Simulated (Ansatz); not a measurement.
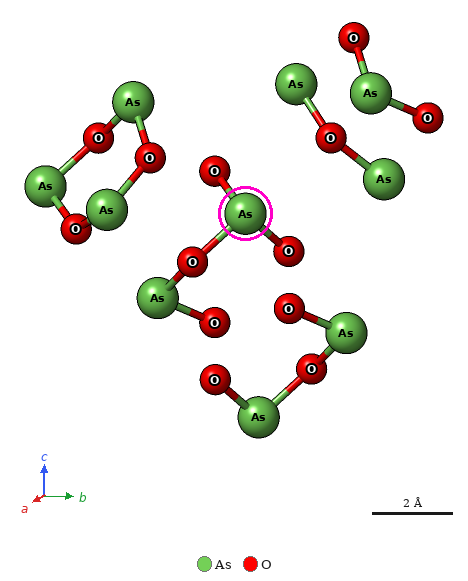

Perfect As2O3. Style: ball-and-stick. Shown: the atoms within 5.4 Å of one point, in a slice 4.2 Å thick across the line of sight, slightly off an axis.

All numbers below come from DFT, PBE, plane-wave PAW, default files, scalar-relativistic (Ansatz 0.2.0). Settings: plane-wave cutoff 420 eV; k-point mesh 3 × 3 × 3; occupations fermi dirac; smearing width 0.01 eV; collinear spin. The axes drawn are those of the host's conventional cell.

An arsenic atom is replaced by iron at the ringed place, in charge state 0. The supercell has 20 sites, and the atoms are relaxed at the host's cell.

**Predict the relaxed surroundings of the defect.**

In the host the As atom has 3 O at 1.80 Å; the Fe atom ends with 3 O at 1.84 Å. Of the host's atoms, an oxygen atom moves furthest from its site, by 0.12 Å. The Fe atom itself moves 0.12 Å from where it was put. The cell's net moment is 5.00 μB. Relaxing the atoms from the host's sites lowers the energy by 0.32 eV.

The relaxed defect, seen from the same direction:

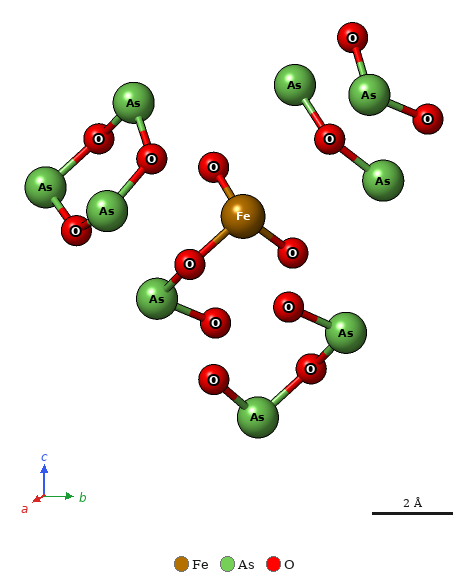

Limits of the set-up: the periodic images lie only 7.9 Å apart, so the values are limited by the cell's size.
